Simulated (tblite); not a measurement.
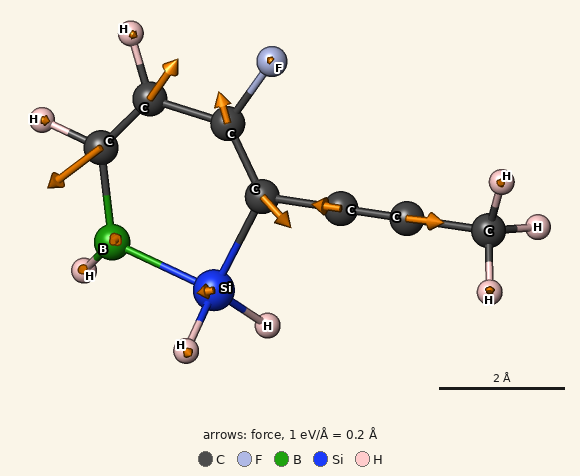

Starting geometry of C₇H₈BFSi with the computed forces as orange arrows. The picture is a ball-and-stick view, seen at a tilt.

Computed with tblite, GFN2-xTB geometry optimisation, gas phase. 

**What follows when this structure is relaxed?**

It isn't relaxed: the largest force vector, on a C atom, is 6.18 eV/Å. The final displacements have little in common with the starting forces (cosine between the two patterns 0.21). After 102 geometry steps the energy has fallen by 74.2 kJ/mol. An H atom moves most after the best rigid fit: 0.51 Å. Largest moves by element: H 0.51 Å, F 0.15 Å, C 0.13 Å, Si 0.12 Å, B 0.08 Å. Near-neighbour distances that change, for instance: C–C 1.276 → 1.361 Å, C–C 1.296 → 1.353 Å, C–Si 1.857 → 1.909 Å, B–C 1.562 → 1.525 Å. Among the angles between lasting bonds that change: B–Si–H 105.5° → 119.4°, C–Si–H 113.1° → 103.3°, H–Si–H 113.4° → 104.9°.
